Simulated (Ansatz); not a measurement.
**HCN···SiH4 (SMILES C#N.[SiH4]): density, localisation and related maps**

Input

```
crystal:
  periodic: [false, false, false]
  atoms:
    - {symbol: C, position_ang: [-0.575580, 0.006474, -2.767612]}
    - {symbol: N, position_ang: [-0.318155, 0.027509, -1.652026]}
    - {symbol: H, position_ang: [-0.815934, -0.013230, -3.808834]}
    - {symbol: Si, position_ang: [0.339427, -0.003870, 1.632481]}
    - {symbol: H, position_ang: [1.405207, -0.760036, 0.930831]}
    - {symbol: H, position_ang: [-0.980729, -0.638403, 1.398652]}
    - {symbol: H, position_ang: [0.321142, 1.406274, 1.173042]}
    - {symbol: H, position_ang: [0.624623, -0.024618, 3.093564]}
basis:
  gaussian: {orbitals: "def2-TZVPPD.json"}
hamiltonian: {xc: pbe0, dispersion: d4}
output: {orbitals: {seedname: orbitals}}
```

Launched as:

```sh
ansatz run in.yaml --threads 2 --pin off --events-out ev --progress --plain --max-ram 5222MiB
```

Geometry: PBE0-D4/def2-TZVP.

The calculation used Ansatz 0.2.0, RKS PBE0-D4/def2-TZVPPD.

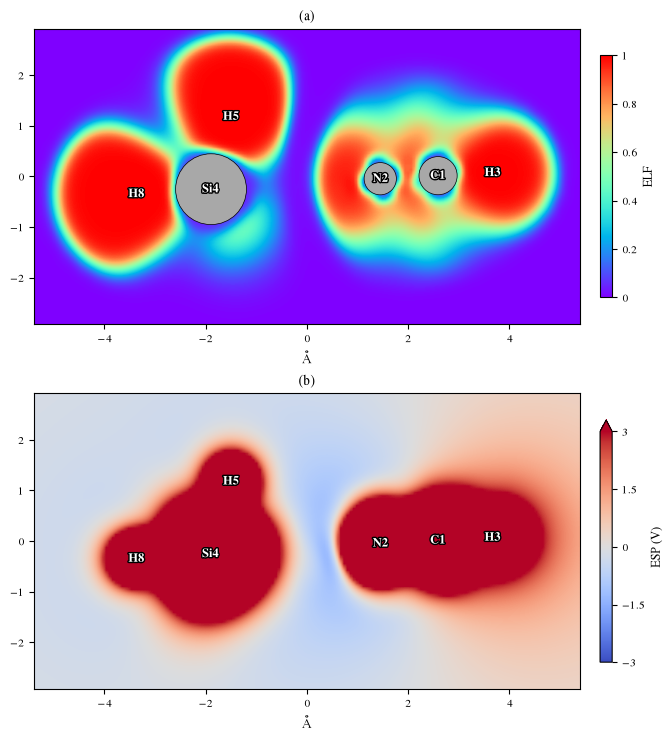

Figure 1. (a) electron localisation function; (b) molecular electrostatic potential on the plane of atoms H5, Si4 and H8. Grey discs cover the atomic cores in the ELF map.

Question: What do the fields say about this system?

Answer: Atoms in the plane: C, N, H and Si.
Si4···N2 (3.35 Å): the ELF dips to about 0 between them: a weak contact between the two molecules.
C–N (1.15 Å): the ELF peaks at about 0.85 between the atoms; a short, multiple covalent bond.
C–H (1.07 Å): the ELF climbs to about 1 towards the hydrogen, as it does in any bond to H (a covalent bond by its length).
Si–H (1.48 Å): the ELF climbs to about 1 towards the hydrogen.
Outside the dense part of the complex the potential is most negative (−1.2 V) near N2.

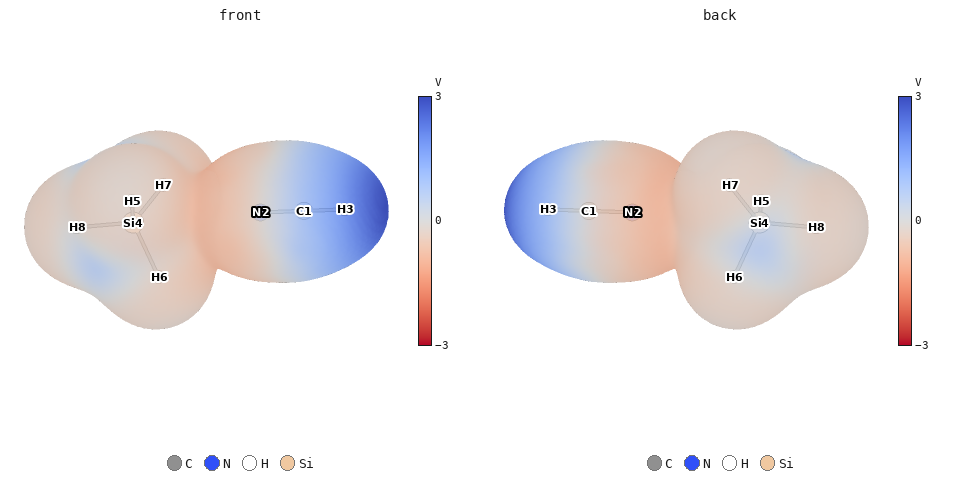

Figure 2. The electrostatic potential painted on the density surface at 0.002 e/bohr³, seen from the front and from behind; the colour scale runs from red (negative) to blue (positive).

Question: Where is the surface potential most negative and most positive?

Answer: The most negative region (about −0.9 V) lies over N2, the most positive (about +2.9 V) over H3.

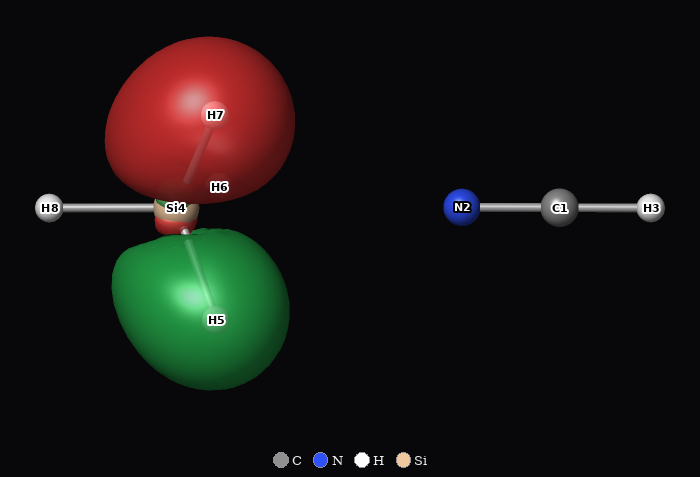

Figure 3. The HOMO−1 at ±0.15 Å⁻³ᐟ² (green and red are the two phases), seen from one side.

Question: Where does this orbital lie, and at what energy?

Answer: It lies mainly on Si4 (about 45 %), H7 (about 25 %) and H5 (about 20 %). Its energy is −9.38 eV.

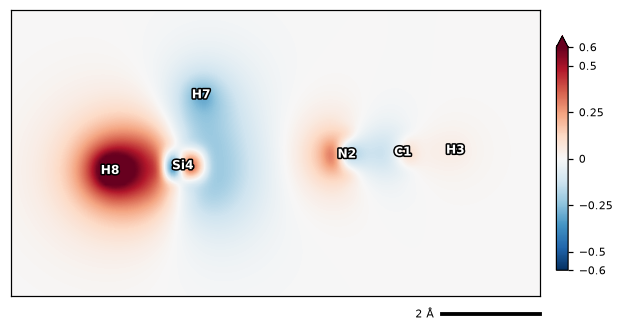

Figure 4. The HOMO on the plane of atoms H7, Si4 and H8 (values in Å⁻³ᐟ²; the overall sign is arbitrary).

Question: What is the character of this orbital?

Answer: By Hirshfeld shares it lies mainly on Si4 (about 40 %) and H8 (about 40 %). Its energy is −9.22 eV.
